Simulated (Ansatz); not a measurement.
System: Cl₃GeHO···GeH₄.

```yaml
atoms:
  - { symbol: Ge, position_ang: [0.4878, 0.2457, -0.4852] }
  - { symbol: Ge, position_ang: [-0.1831, 0.2883, 3.0695] }
  - { symbol: H, position_ang: [-1.3489, -0.5559, 2.4616] }
  - { symbol: H, position_ang: [1.0162, -0.6400, 3.3623] }
  - { symbol: H, position_ang: [-0.7136, 0.9006, 4.3956] }
  - { symbol: Cl, position_ang: [1.1042, -0.2970, -2.4713] }
  - { symbol: Cl, position_ang: [-1.3222, 1.4195, -0.5839] }
  - { symbol: O, position_ang: [0.2440, -1.2851, 0.3792] }
  - { symbol: H, position_ang: [-0.5309, -1.2182, 0.9828] }
  - { symbol: Cl, position_ang: [2.1216, 1.4674, 0.3414] }
  - { symbol: H, position_ang: [0.2220, 1.4064, 2.0833] }
```

Not at a stationary point (largest force 0.6 eV/Å).

These are results of RKS PBE/def2-SVP (Ansatz), not measurements.

What will maps of the electron density and electron localisation function show?

Ge–Cl (2.16 Å): the density is about 0.72 e/Å³ at the midpoint; the ELF peaks at about 0.85 in the valence shell of Cl, 0.8 Å from its nucleus, and is about 0.65 at the midpoint.
Ge–Cl (2.20 Å): ρ is about 0.67 e/Å³ halfway; the ELF peaks at about 0.80 in the valence shell of Cl, 0.9 Å from its nucleus, and is about 0.65 at the midpoint.

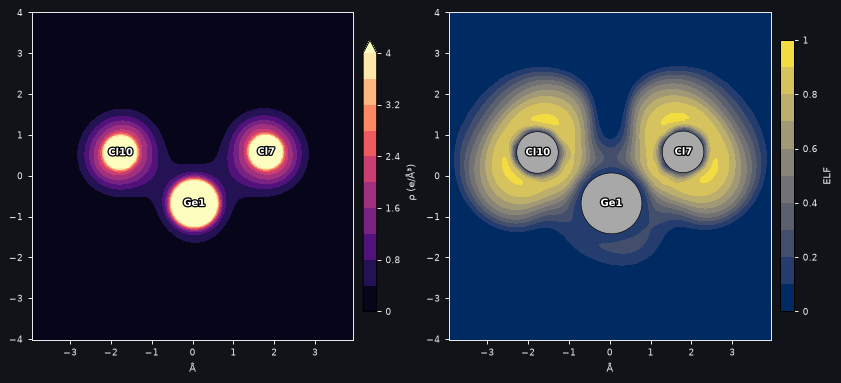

Computed electron density and electron localisation function on the plane of atoms Cl7, Ge1 and Cl10, in this order. Grey discs cover the atomic cores in the ELF map. 
